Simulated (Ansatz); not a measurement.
Input file:

```
crystal:
  periodic: [false, false, false]
  atoms:
    - {symbol: Al, position_ang: [-0.078201, -0.904094, 1.675130]}
    - {symbol: Al, position_ang: [2.839690, -0.456111, 0.964915]}
    - {symbol: F, position_ang: [1.584477, -1.422219, 2.110911]}
    - {symbol: Ge, position_ang: [0.796284, 0.616271, -0.036512]}
    - {symbol: H, position_ang: [-1.098909, -1.689882, 2.601158]}
    - {symbol: H, position_ang: [0.196727, 0.231248, -1.401403]}
    - {symbol: H, position_ang: [0.327598, 2.048192, 0.280870]}
    - {symbol: H, position_ang: [3.640986, 0.447487, 1.998289]}
    - {symbol: H, position_ang: [3.489669, -1.616312, 0.094285]}
basis:
  gaussian: {orbitals: def2-TZVPD}
hamiltonian: {xc: {name: PBE0}}
output: {forces: true, orbitals: {seedname: orbitals}}
```

Run with:

```sh
ansatz run input.yaml --threads 2 --pin off --max-ram 4350MiB --events-out events.jsonl --progress --plain --runs-dir runs
```

Geometry: r2SCAN-D4/def2-SVP.

All numbers below come from isolated molecule in a Gaussian basis; Kohn-Sham density functional theory, functional PBE0 (Ansatz 0.2.0).

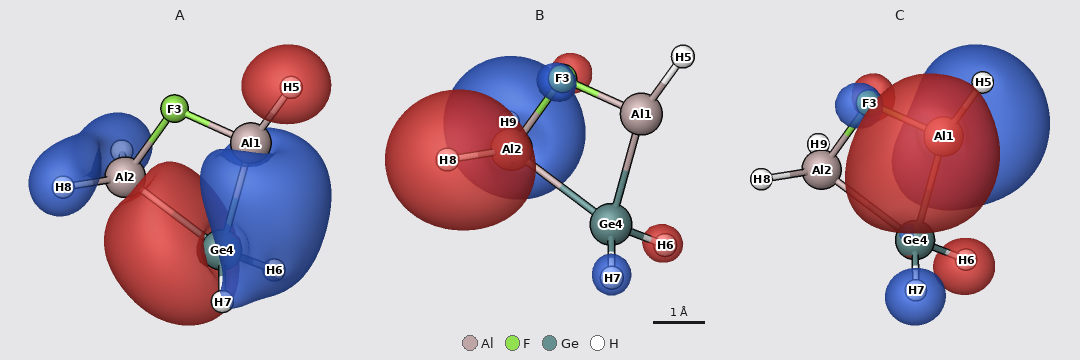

Al2FGeH5. Three frontier orbitals at ±0.08 Å⁻³ᐟ² (red and blue are the two phases), in no order.

> Order the three orbitals by energy and name them.

B is the HOMO−1 (−8.13 eV). By Hirshfeld shares it lies mainly on Al2 (about 35 %), H8 (about 30 %) and H9 (about 30 %). A is the HOMO (−6.66 eV). It lies mainly on Ge4 (about 45 %), Al1 (about 20 %) and Al2 (about 15 %). C is the LUMO (−2.22 eV). It lies mainly on Al1 (about 70 %) and Ge4 (about 10 %).

> What is the HOMO–LUMO gap?

4.44 eV between the orbital energies.
